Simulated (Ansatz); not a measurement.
# Dielectric response of GaN (10-10) films, part 3 of 5

Aim: the electronic and static ε of wurtzite GaN (10-10) from films of three thicknesses in a field.

Ansatz 0.2.0; plane-wave DFT, PBE, Ansatz PAW (the session's first sound run).

So far. Step 8 (Relaxing in the field, 12 atoms, field -0.05 V/Å): The dipole is -0.0378 e·Å, and the gap on the mesh 1.513 eV. Step 9 (Response with the atoms relaxed, 12 atoms, units 3): The induced dipole is that of a conductor 8.27 Å thick.

## Step 10: Relaxing the film, 16 atoms, units 4

This step: plane-wave DFT, PBE, Ansatz PAW (Ansatz 0.2.0).

System of this step: GaN (10-10), 4 units. The cell holds 16 atoms: 8 Ga and 8 N. Its edges and angles: a = 3.190 Å, b = 5.190 Å, c = 27.209 Å, α = 90.0°, β = 90.0°, γ = 90.0°. It derives from GaN (wurtzite GaN). Vacuum lies along c.

The next thickness, treated alike, so that differences show the interior and the faces cancel.

The input, input.yaml:

```yaml
crystal:
  lattice:
    - [3.19, 0.0, 0.0]
    - [0.0, 5.19, 0.0]
    - [0.0, 0.0, 27.2087367936]
  atoms:
    - { symbol: Ga, position: [0.0, 0.0, 0.3307761058] }
    - { symbol: "N", position: [0.0, 0.377, 0.3307761058] }
    - { symbol: Ga, position: [0.5, 0.5, 0.3646208846] }
    - { symbol: "N", position: [0.5, 0.877, 0.3646208846] }
    - { symbol: Ga, position: [0.5, 0.0, 0.4323104423] }
    - { symbol: "N", position: [0.5, 0.377, 0.4323104423] }
    - { symbol: Ga, position: [0.0, 0.5, 0.4661552212] }
    - { symbol: "N", position: [0.0, 0.877, 0.4661552212] }
    - { symbol: Ga, position: [0.0, 0.0, 0.5338447788] }
    - { symbol: "N", position: [0.0, 0.377, 0.5338447788] }
    - { symbol: Ga, position: [0.5, 0.5, 0.5676895577] }
    - { symbol: "N", position: [0.5, 0.877, 0.5676895577] }
    - { symbol: Ga, position: [0.5, 0.0, 0.6353791154] }
    - { symbol: "N", position: [0.5, 0.377, 0.6353791154] }
    - { symbol: Ga, position: [0.0, 0.5, 0.6692238942] }
    - { symbol: "N", position: [0.0, 0.877, 0.6692238942] }
kpoints:
  mp_grid: { grid: [8, 6, 1] }
hamiltonian:
  xc: pbe
scf:
  occupations: { method: fixed }
  convergence: { dr2_threshold: 1.0e-09 }
efield:
  axis: 3
  dipole_correction: true
  ramp_position: 0.97
  ramp_width: 0.06
relax:
  f_tol: 0.003
  max_steps: 100
output:
  write_potential: true
  write_density: true
  volumetric_format: npy
```

Command:

```console
ansatz run input.yaml --threads 4 --pin off --max-ram 12288MiB --backend cpu --events-out ev --progress --plain --runs-dir out
```

Numbers of over 12 decimals in the logs are rounded to 6 here.

What it wrote:

```text
[...]
Crystal: 16 atoms, lattice volume = 450.471 Å³
Basis set: ecut = 420 eV, 8845 PW (Γ), exchange–correlation on 48×72×384 points (8 copies of the dense FFT grid, shifted against one another)
Bands: 88, of which v1, the nominal top of the filled ones, is band 72 counted from 1 (71 counted from 0)
Symmetry: 2 space group operations
[...]
- { symbol: Ga, position: [0.0, -0.00563428, 0.535325] }
    - { symbol: N, position: [0.0, 0.373193, 0.533947] }
    - { symbol: Ga, position: [0.5, 0.499374, 0.566943] }
    - { symbol: N, position: [0.5, 0.875182, 0.569236] }
    - { symbol: Ga, position: [0.5, -0.00744754, 0.641291] }
    - { symbol: N, position: [0.5, 0.369353, 0.637690] }
    - { symbol: Ga, position: [0.0, 0.528174, 0.661805] }
    - { symbol: N, position: [0.0, 0.875806, 0.672050] }
[key lines of the parts left out:]
SCF converged after 7 iterations
Free energy (F): -33339.985376 eV
Fermi energy:    0.597373 eV
Dipole field:    D = -0.000000 V/Å  (p = -0.000000 e·Å, saw-weighted, corrected)
Work function:   Φ+ = 5.6627 eV   Φ− = 5.6627 eV
```

Wall time 2.7 min (4 threads of Arm Neoverse V1, shared host); peak memory 1.3 GiB; 10 min of CPU time.

Step by step:

| step | energy less that of the first step (eV) | largest force component (eV/Å) |
| --- | --- | --- |
| 1 | 0.0000 | 2.0367 |
| 2 | -0.6986 | 0.9931 |
| 3 | -0.9144 | 0.4191 |
| 4 | -0.9401 | 0.1672 |
| 5 | -0.9445 | 0.0465 |
| 6 | -0.9448 | 0.0066 |
| 7 | -0.9449 | 0.0012 |

The run keeps the 2 symmetry operations that it works with, so distortions that break them were not tested.

The atoms that moved most (Å):

| atom | dx | dy | dz | length |
| --- | --- | --- | --- | --- |
| Ga1 | 0.000 | 0.146 | 0.202 | 0.249 |
| Ga15 | 0.000 | 0.146 | -0.202 | 0.249 |
| Ga13 | 0.000 | -0.039 | 0.161 | 0.165 |
| Ga3 | 0.000 | -0.039 | -0.161 | 0.165 |
| N2 | 0.000 | -0.006 | -0.077 | 0.077 |
| N16 | 0.000 | -0.006 | 0.077 | 0.077 |
| N14 | 0.000 | -0.040 | 0.063 | 0.074 |
| N4 | 0.000 | -0.040 | -0.063 | 0.074 |

The relaxed structure:

```xyz
16
Lattice="3.1900 0.0000 0.0000 0.0000 5.1900 0.0000 0.0000 0.0000 27.2087" Properties=species:S:1:pos:R:3
Ga    0.0000    0.1462    9.2019
N     0.0000    1.9504    8.9231
Ga    1.5950    2.5563    9.7600
N     1.5950    4.5119    9.8580
Ga    1.5950   -0.0032   11.7829
N     1.5950    1.9472   11.7205
Ga    0.0000    2.5658   12.6432
N     0.0000    4.5319   12.6807
Ga    0.0000   -0.0292   14.5655
N     0.0000    1.9369   14.5280
Ga    1.5950    2.5918   15.4258
N     1.5950    4.5422   15.4882
Ga    1.5950   -0.0387   17.4487
N     1.5950    1.9169   17.3507
Ga    0.0000    2.7412   18.0069
N     0.0000    4.5454   18.2856
```

The relaxation took 7 steps and lowered the energy by 0.94 eV; the largest force on the free atoms ends at 0.0012 eV/Å.

The gap is 1.48 eV, with the valence edge 5.66 eV and the conduction edge 4.18 eV under the upper vacuum level.

## Step 11: The relaxed film, single point, 16 atoms, units 4

The next thickness, treated alike, so that differences show the interior and the faces cancel.

The input, input.yaml:

```yaml
crystal:
  lattice:
    - [3.19, 0.0, 0.0]
    - [0.0, 5.19, 0.0]
    - [0.0, 0.0, 27.2087367936]
  atoms:
    - { symbol: Ga, position: [0.0, 0.0281744339, 0.3381947856] }
    - { symbol: "N", position: [0.0, 0.3758063795, 0.327950393] }
    - { symbol: Ga, position: [0.5, 0.4925524573, 0.3587090457] }
    - { symbol: "N", position: [0.5, 0.8693529578, 0.3623101522] }
    - { symbol: Ga, position: [0.5, -0.0006261848, 0.433057189] }
    - { symbol: "N", position: [0.5, 0.3751817212, 0.4307641472] }
    - { symbol: Ga, position: [0.0, 0.4943657181, 0.4646753245] }
    - { symbol: "N", position: [0.0, 0.8731925214, 0.4660525024] }
    - { symbol: Ga, position: [0.0, -0.0056342816, 0.5353246755] }
    - { symbol: "N", position: [0.0, 0.3731925211, 0.5339474977] }
    - { symbol: Ga, position: [0.5, 0.4993738146, 0.5669428109] }
    - { symbol: "N", position: [0.5, 0.8751817207, 0.569235853] }
    - { symbol: Ga, position: [0.5, -0.0074475445, 0.6412909543] }
    - { symbol: "N", position: [0.5, 0.3693529558, 0.637689848] }
    - { symbol: Ga, position: [0.0, 0.5281744323, 0.6618052143] }
    - { symbol: "N", position: [0.0, 0.8758063771, 0.6720496067] }
kpoints:
  mp_grid: { grid: [8, 6, 1] }
hamiltonian:
  xc: pbe
scf:
  occupations: { method: fixed }
  convergence: { dr2_threshold: 1.0e-09 }
efield:
  axis: 3
  dipole_correction: true
  ramp_position: 0.97
  ramp_width: 0.06
output:
  eigenvalues: true
  write_potential: true
  write_density: true
  volumetric_format: npy
  elf: true
```

What it wrote:

```text
[...]
Crystal: 16 atoms, lattice volume = 450.471 Å³
Basis set: ecut = 420 eV, 8845 PW (Γ)
Bands: 88, of which v1, the nominal top of the filled ones, is band 72 counted from 1 (71 counted from 0)
Symmetry: 2 space group operations
k-points: 20 of 48 (time reversal used)
[...]
k-point 0: bands = [... 68 lower, 0.3358, 0.4668, 0.4815, 0.5974, 2.0786, 2.8157, 4.1619, 5.0131, ... 12 higher]
  k-point 1: bands = [... 68 lower, 0.2774, 0.3682, 0.4437, 0.5105, 2.6363, 3.0640, 4.2574, 4.8970, ... 12 higher]
  k-point 2: bands = [... 68 lower, 0.1516, 0.2873, 0.2936, 0.4427, 3.3231, 3.4684, 4.6224, 4.6736, ... 12 higher]
  k-point 19: bands = [... 68 lower, -1.0788, -1.0788, 0.1423, 0.1423, 3.8261, 3.8261, 5.1836, 5.1836, ... 12 higher]
[key lines of the parts left out:]
SCF converged after 10 iterations
Free energy (F): -33339.985326 eV
Fermi energy:    0.597432 eV
Dipole field:    D = -0.000001 V/Å  (p = -0.000002 e·Å, saw-weighted, corrected)
Work function:   Φ+ = 5.6627 eV   Φ− = 5.6626 eV
```

Wall time 36 s (4 threads); peak memory 1.6 GiB; 2.4 min of CPU time.

The gap is 1.48 eV, with the valence edge 5.66 eV and the conduction edge 4.18 eV under the upper vacuum level.

## Step 12: Atoms held, 16 atoms, units 4, field 0.1 V/Å

Changes to input.yaml since step 11:

```diff
@@ -28,3 +28,3 @@
   occupations: { method: fixed }
-  convergence: { dr2_threshold: 1.0e-09 }
+  convergence: { dr2_threshold: 1.0e-10 }
 efield:
@@ -34,4 +34,4 @@
   ramp_width: 0.06
+  amplitude: 0.1
 output:
-  eigenvalues: true
   write_potential: true
@@ -39,2 +39 @@
   volumetric_format: npy
-  elf: true
```

What it wrote:

```text
[...]
Crystal: 16 atoms, lattice volume = 450.471 Å³
Basis set: ecut = 420 eV, 8845 PW (Γ)
Bands: 88, of which v1, the nominal top of the filled ones, is band 72 counted from 1 (71 counted from 0)
Symmetry: 2 space group operations
k-points: 20 of 48 (time reversal used)
[...]
k-point 0: bands = [... 68 lower, 0.3241, 0.4504, 0.4952, 0.6159, 2.0736, 2.8182, 4.1602, 5.0104, ... 12 higher]
  k-point 1: bands = [... 68 lower, 0.2652, 0.3532, 0.4584, 0.5276, 2.6261, 3.0714, 4.2556, 4.8940, ... 12 higher]
  k-point 2: bands = [... 68 lower, 0.1358, 0.2689, 0.3111, 0.4614, 3.2877, 3.5010, 4.6080, 4.6847, ... 12 higher]
  k-point 19: bands = [... 68 lower, -1.0634, -1.0553, 0.0707, 0.2130, 3.7570, 3.8934, 5.1713, 5.1913, ... 12 higher]
[key lines of the parts left out:]
SCF converged after 15 iterations
Free energy (F): -33339.989863 eV
Fermi energy:    0.615892 eV
Dipole field:    D = 0.036450 V/Å  (p = 0.090741 e·Å, saw-weighted, corrected)
```

It took 45 s on 4 threads; peak memory 1.5 GiB.

The dipole is 0.0907 e·Å, and the gap on the mesh 1.458 eV.

## Step 13: Atoms held, 16 atoms, units 4, field -0.1 V/Å

Changes to input.yaml since step 12:

```diff
@@ -34,3 +34,3 @@
   ramp_width: 0.06
-  amplitude: 0.1
+  amplitude: -0.1
 output:
```

What it wrote:

```text
[...]
Crystal: 16 atoms, lattice volume = 450.471 Å³
Basis set: ecut = 420 eV, 8845 PW (Γ)
Bands: 88, of which v1, the nominal top of the filled ones, is band 72 counted from 1 (71 counted from 0)
Symmetry: 2 space group operations
k-points: 20 of 48 (time reversal used)
[...]
k-point 0: bands = [... 68 lower, 0.3241, 0.4504, 0.4952, 0.6159, 2.0736, 2.8182, 4.1602, 5.0104, ... 12 higher]
  k-point 1: bands = [... 68 lower, 0.2652, 0.3532, 0.4584, 0.5276, 2.6261, 3.0714, 4.2556, 4.8940, ... 12 higher]
  k-point 2: bands = [... 68 lower, 0.1358, 0.2689, 0.3111, 0.4614, 3.2877, 3.5010, 4.6080, 4.6847, ... 12 higher]
  k-point 19: bands = [... 68 lower, -1.0634, -1.0553, 0.0707, 0.2130, 3.7570, 3.8934, 5.1713, 5.1913, ... 12 higher]
[key lines of the parts left out:]
SCF converged after 15 iterations
Free energy (F): -33339.989863 eV
Fermi energy:    0.615891 eV
Dipole field:    D = -0.036450 V/Å  (p = -0.090741 e·Å, saw-weighted, corrected)
```

Elapsed: 45 s, on 4 threads; peak memory 1.5 GiB.

The dipole is -0.0907 e·Å, and the gap on the mesh 1.458 eV.

## Step 14: Response with the atoms held, 16 atoms, units 4

This step: plane-wave DFT, PBE, Ansatz PAW; response to a field along the normal, atoms held (Ansatz 0.2.0).

Local field over the applied field, running mean. From the potentials at -0.1 and 0.1 V/Å; running mean over 2.763 Å, taken twice. The local field over applied field by z:

| z (Å) | local field over applied field |
| --- | --- |
| 4 | 0.998 |
| 5 | 0.986 |
| 6 | 0.928 |
| 7 | 0.769 |
| 8 | 0.523 |
| 9 | 0.294 |
| 10 | 0.174 |
| 11 | 0.148 |
| 12 | 0.153 |
| 13 | 0.156 |
| 14 | 0.156 |
| 15 | 0.153 |
| 16 | 0.149 |
| 17 | 0.163 |
| 18 | 0.259 |
| 19 | 0.469 |
| 20 | 0.723 |
| 21 | 0.904 |
| 22 | 0.980 |
| 23 | 0.997 |

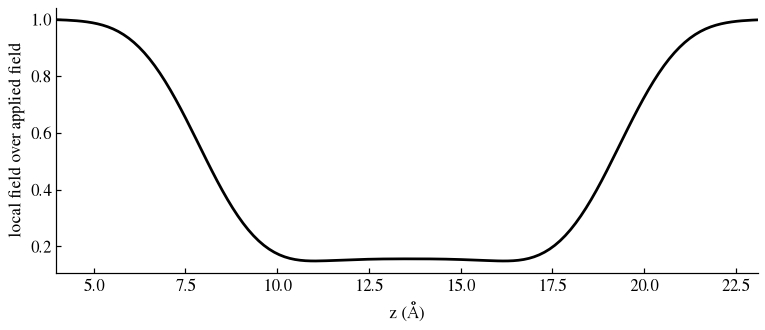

Local field over applied field, plotted against z.

The induced dipole is that of a conductor 9.92 Å thick.

## Step 15: Relaxing the film, 24 atoms, units 6

This step: plane-wave DFT, PBE, Ansatz PAW (Ansatz 0.2.0).

System of this step: GaN (10-10), 6 units. The cell holds 24 atoms: 12 Ga and 12 N. Its edges and angles: a = 3.190 Å, b = 5.190 Å, c = 32.734 Å, α = 90.0°, β = 90.0°, γ = 90.0°. It derives from GaN (wurtzite GaN). Vacuum lies along c.

The next thickness, treated alike, so that differences show the interior and the faces cancel.

The input, input.yaml:

```yaml
crystal:
  lattice:
    - [3.19, 0.0, 0.0]
    - [0.0, 5.19, 0.0]
    - [0.0, 0.0, 32.7339788697]
  atoms:
    - { symbol: Ga, position: [0.0, 0.0, 0.2749436613] }
    - { symbol: "N", position: [0.0, 0.377, 0.2749436613] }
    - { symbol: Ga, position: [0.5, 0.5, 0.3030757037] }
    - { symbol: "N", position: [0.5, 0.877, 0.3030757037] }
    - { symbol: Ga, position: [0.5, 0.0, 0.3593397883] }
    - { symbol: "N", position: [0.5, 0.377, 0.3593397883] }
    - { symbol: Ga, position: [0.0, 0.5, 0.3874718307] }
    - { symbol: "N", position: [0.0, 0.877, 0.3874718307] }
    - { symbol: Ga, position: [0.0, 0.0, 0.4437359153] }
    - { symbol: "N", position: [0.0, 0.377, 0.4437359153] }
    - { symbol: Ga, position: [0.5, 0.5, 0.4718679577] }
    - { symbol: "N", position: [0.5, 0.877, 0.4718679577] }
    - { symbol: Ga, position: [0.5, 0.0, 0.5281320423] }
    - { symbol: "N", position: [0.5, 0.377, 0.5281320423] }
    - { symbol: Ga, position: [0.0, 0.5, 0.5562640847] }
    - { symbol: "N", position: [0.0, 0.877, 0.5562640847] }
    - { symbol: Ga, position: [0.0, 0.0, 0.6125281693] }
    - { symbol: "N", position: [0.0, 0.377, 0.6125281693] }
    - { symbol: Ga, position: [0.5, 0.5, 0.6406602117] }
    - { symbol: "N", position: [0.5, 0.877, 0.6406602117] }
    - { symbol: Ga, position: [0.5, 0.0, 0.6969242963] }
    - { symbol: "N", position: [0.5, 0.377, 0.6969242963] }
    - { symbol: Ga, position: [0.0, 0.5, 0.7250563387] }
    - { symbol: "N", position: [0.0, 0.877, 0.7250563387] }
kpoints:
  mp_grid: { grid: [8, 6, 1] }
hamiltonian:
  xc: pbe
scf:
  occupations: { method: fixed }
  convergence: { dr2_threshold: 1.0e-09 }
efield:
  axis: 3
  dipole_correction: true
  ramp_position: 0.97
  ramp_width: 0.06
relax:
  f_tol: 0.003
  max_steps: 100
output:
  write_potential: true
  write_density: true
  volumetric_format: npy
```

What it wrote:

```text
[...]
Crystal: 24 atoms, lattice volume = 541.947 Å³
Basis set: ecut = 420 eV, 10611 PW (Γ), exchange–correlation on 48×72×450 points (8 copies of the dense FFT grid, shifted against one another)
Bands: 132, of which v1, the nominal top of the filled ones, is band 108 counted from 1 (107 counted from 0)
Symmetry: 2 space group operations
[...]
- { symbol: Ga, position: [0.0, -0.00519301, 0.614692] }
    - { symbol: N, position: [0.0, 0.374213, 0.613872] }
    - { symbol: Ga, position: [0.5, 0.500978, 0.641410] }
    - { symbol: N, position: [0.5, 0.876642, 0.643162] }
    - { symbol: Ga, position: [0.5, -0.00642825, 0.702981] }
    - { symbol: N, position: [0.5, 0.370557, 0.700079] }
    - { symbol: Ga, position: [0.0, 0.529464, 0.720181] }
    - { symbol: N, position: [0.0, 0.877108, 0.728635] }
[key lines of the parts left out:]
SCF converged after 7 iterations
Free energy (F): -50011.630492 eV
Fermi energy:    2.136246 eV
Dipole field:    D = 0.000000 V/Å  (p = 0.000001 e·Å, saw-weighted, corrected)
Work function:   Φ+ = 5.6818 eV   Φ− = 5.6818 eV
```

Run time: 6.2 min. Hardware: 4 threads; peak memory 2 GiB.

Step by step:

| step | energy less that of the first step (eV) | largest force component (eV/Å) |
| --- | --- | --- |
| 1 | 0.0000 | 2.0442 |
| 2 | -0.7180 | 0.9947 |
| 3 | -0.9323 | 0.4105 |
| 4 | -0.9570 | 0.0928 |
| 5 | -0.9603 | 0.0372 |
| 6 | -0.9603 | 0.0203 |
| 7 | -0.9604 | 0.0010 |

The run keeps the 2 symmetry operations that it works with, so distortions that break them were not tested.

The atoms that moved most (Å):

| atom | dx | dy | dz | length |
| --- | --- | --- | --- | --- |
| Ga23 | 0.000 | 0.153 | -0.160 | 0.221 |
| Ga1 | 0.000 | 0.153 | 0.160 | 0.221 |
| Ga3 | 0.000 | -0.033 | -0.198 | 0.201 |
| Ga21 | 0.000 | -0.033 | 0.198 | 0.201 |
| N2 | 0.000 | 0.001 | -0.117 | 0.117 |
| N24 | 0.000 | 0.001 | 0.117 | 0.117 |
| N4 | 0.000 | -0.033 | -0.103 | 0.109 |
| N22 | 0.000 | -0.033 | 0.103 | 0.109 |

Final coordinates:

```cif
data_structure
_symmetry_space_group_name_H-M 'P 1'
_symmetry_Int_Tables_number 1
_cell_length_a 3.1900
_cell_length_b 5.1900
_cell_length_c 32.7340
_cell_angle_alpha 90.000
_cell_angle_beta 90.000
_cell_angle_gamma 90.000
_cell_volume 541.95
loop_
_atom_site_label
_atom_site_type_symbol
_atom_site_fract_x
_atom_site_fract_y
_atom_site_fract_z
_atom_site_occupancy
Ga1 Ga 0.00000 0.02946 0.27982 1
N2 N 0.00000 0.37711 0.27136 1
Ga3 Ga 0.50000 0.49357 0.29702 1
N4 N 0.50000 0.87056 0.29992 1
Ga5 Ga 0.50000 0.00098 0.35859 1
N6 N 0.50000 0.37664 0.35684 1
Ga7 Ga 0.00000 0.49481 0.38531 1
N8 N 0.00000 0.87421 0.38613 1
Ga9 Ga 0.00000 0.99769 0.44315 1
N10 N 0.00000 0.37531 0.44264 1
Ga11 Ga 0.50000 0.49671 0.47136 1
N12 N 0.50000 0.87494 0.47172 1
Ga13 Ga 0.50000 0.99671 0.52864 1
N14 N 0.50000 0.37494 0.52828 1
Ga15 Ga 0.00000 0.49769 0.55685 1
N16 N 0.00000 0.87531 0.55736 1
Ga17 Ga 0.00000 0.99481 0.61469 1
N18 N 0.00000 0.37421 0.61387 1
Ga19 Ga 0.50000 0.50098 0.64141 1
N20 N 0.50000 0.87664 0.64316 1
Ga21 Ga 0.50000 0.99357 0.70298 1
N22 N 0.50000 0.37056 0.70008 1
Ga23 Ga 0.00000 0.52946 0.72018 1
N24 N 0.00000 0.87711 0.72864 1
```

Running mean over 2.763 Å of the planar mean; the ramp of the sawtooth is left out. Electron's electrostatic potential energy less the highest filled level against z:

| z (Å) | electron's electrostatic potential energy less the highest filled level (eV) |
| --- | --- |
| 5.0 | 5.68 |
| 7.5 | 3.38 |
| 10.0 | -4.62 |
| 12.5 | -4.45 |
| 15.0 | -4.45 |
| 17.5 | -4.44 |
| 20.0 | -4.42 |
| 22.5 | -4.65 |
| 25.0 | 2.25 |
| 27.5 | 5.68 |

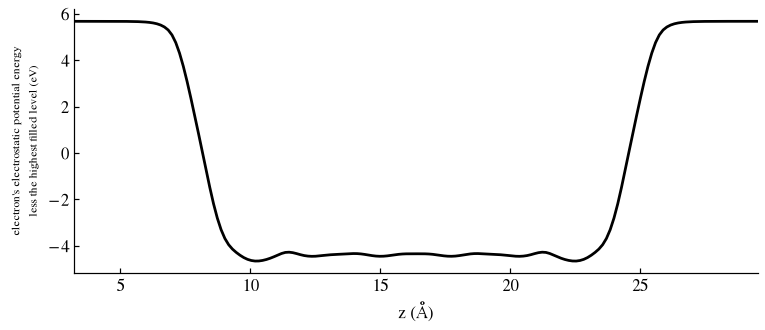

Electron's electrostatic potential energy less the highest filled level against z.

The relaxation took 7 steps and lowered the energy by 0.96 eV; the largest force on the free atoms ends at 1.0e-3 eV/Å.

The gap is 1.53 eV, with the valence edge 5.68 eV and the conduction edge 4.15 eV under the upper vacuum level.

## Step 16: Side by side

Times are for 4 threads of Arm Neoverse V1, shared host. Results by setting:

| no. | units | gap by band count (eV) | ionisation energy, upper face (eV) | electron affinity, upper face (eV) | time | memory (GiB) |
| --- | --- | --- | --- | --- | --- | --- |
| 1 | 3 | 1.513 | 5.672 | 4.159 | 1.7 min | 1.0 |
| 2 | 4 | 1.481 | 5.663 | 4.182 | 2.7 min | 1.3 |
| 3 | 6 | 1.528 | 5.682 | 4.154 | 6.2 min | 2.0 |

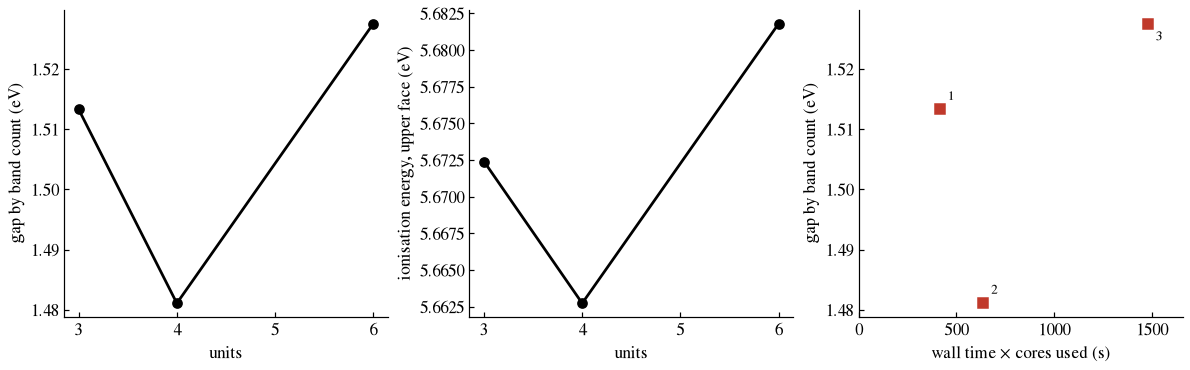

The series as plots; the last panel sets the first result against cost, with the runs numbered as in the table.

The valence density, planar mean (3) oscillates, so the rows of the table below give means over windows of 2.5 Å about each position, cut where the curve ends. Its maxima inside the range that stand out by 2 % of the span (Å: e/Å³): 9.2: 1.57, 9.8: 1.57, 11.8: 1.47, 12.6: 1.47, 14.7: 1.57, 15.2: 1.57. Its minima: 9.5: 1.47, 10.9: 0.178, 12.2: 0.936, 13.6: 0.178, 14.9: 1.47.

The runs together. Table of valence density, planar mean by z; means over each step:

| z (Å) | 3 (e/Å³) | 4 (e/Å³) | 6 (e/Å³) |
| --- | --- | --- | --- |
| 5.0 | 5.8e-5 | 6.4e-5 | 7.1e-5 |
| 7.5 | 0.0812 | 0.0879 | 0.0977 |
| 10.0 | 0.829 | 0.829 | 0.823 |
| 12.5 | 0.838 | 0.836 | 0.833 |
| 15.0 | 0.845 | 0.844 | 0.845 |
| 17.5 | 0.0160 | 0.844 | 0.837 |
| 20.0 | 1.3e-5 | 0.0375 | 0.796 |
| 22.5 | 0 | 2.9e-5 | 0.800 |

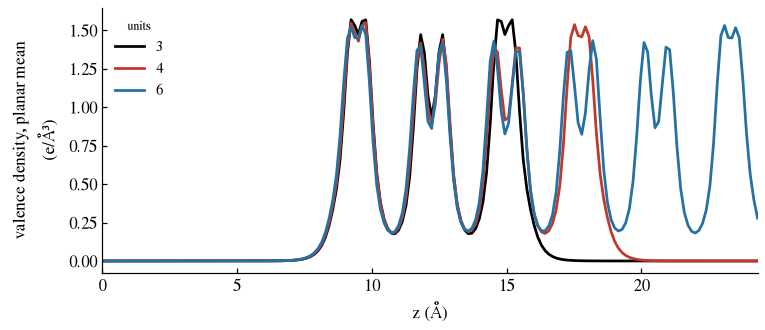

Valence density, planar mean, plotted against z.

(Continued in part 4 of 5.)

[Logs are printed without paths, hosts, clocks, repeated set-up lines and the standing remarks that a program may print on its own settings, such as how far it seeks lower states.]

[Hosts, paths, dates, database ids (printed as entryN), source tags and the programs' standing remarks are cut or masked in the printed files.]

[Maps of the electrostatic potential energy from Ansatz leave out the sawtooth potential of an applied field or a dipole correction, so their vacuum need not be flat; planar profiles and work functions include it.]
